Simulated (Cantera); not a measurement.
A closed system holds: 1 mol Pb, 3.4 mol CO, a varied amount of H2, held at 775 K and 20.0 bar.

These are equilibrium values from Cantera (NASA tables, ideal gas, pure condensed phases), not measurements of a reactor. Candidate condensed phases: C, C6H6, C7H8, C8H18, H2O, Pb, PbO, PbO2, Pb3O4; 113 gas species. Rates play no part.

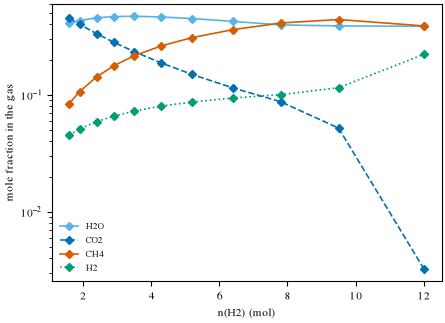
Fig. 1. Equilibrium gas composition (values under 1e-9 drawn at 1e-9)

From 1.6 mol H2 to 7.8 mol H2 the condensed part is C(graphite) + Pb(l). From 9.5 mol H2 to 12 mol H2 the condensed part is Pb(l).
